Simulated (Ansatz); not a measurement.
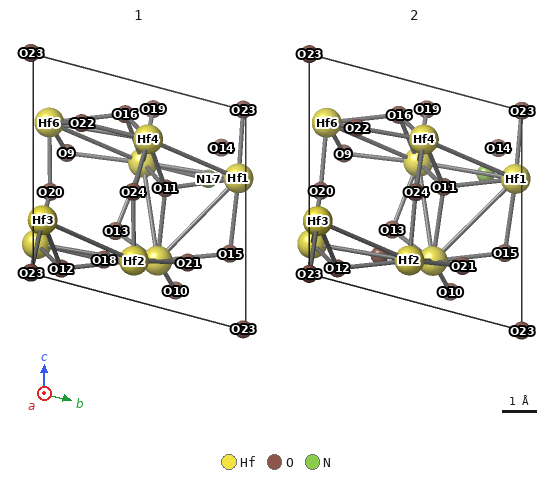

Two geometries of a defect cell of composition Hf8NO15 (cell charge −1), drawn at one scale. One is the start of a relaxation, the other its converged end. A ball-and-stick model of the cell of the calculation, reduced to other axes (origin shifted), seen along the a axis. Lengths and directions refer to the drawn axes.

Method: Ansatz, DFT, PBE, plane-wave PAW, default files, scalar-relativistic. Set-up: plane-wave cutoff 420 eV; k-point mesh 3 × 3 × 3; occupations fermi dirac; smearing width 0.01 eV; no spin polarisation; atoms relaxed in a fixed cell; force threshold 0.03 eV/Å; at most 40 steps.

Question: Which geometry has the lower energy?

Answer: Structure 1 is the relaxed one. An O atom moves most: 0.19 Å roughly along [−2 −3 0]. By element the largest moves are O 0.19 Å, N 0.16 Å, Hf 0.07 Å. The lattice vectors keep their values. Some distances before and after: Hf–O 2.153 → 2.267 Å, Hf–Hf 3.399 → 3.315 Å, Hf–Hf 3.296 → 3.215 Å, Hf–Hf 3.543 → 3.622 Å. Bond angles that change, for instance: Hf–O–Hf 101.4° → 95.4°, Hf–O–Hf 133.3° → 139.1°, Hf–O–Hf 104.4° → 100.1°. The energy falls by 0.361 eV per cell of the calculation in 5 geometry steps. Largest force component: 1.5 eV/Å at the start, 0.0047 eV/Å at the end.

Limits of the set-up: the periodic images lie only 6.7 Å apart, so the values are limited by the cell's size; the cell is charged, on a uniform background, and energies carry no finite-size correction.
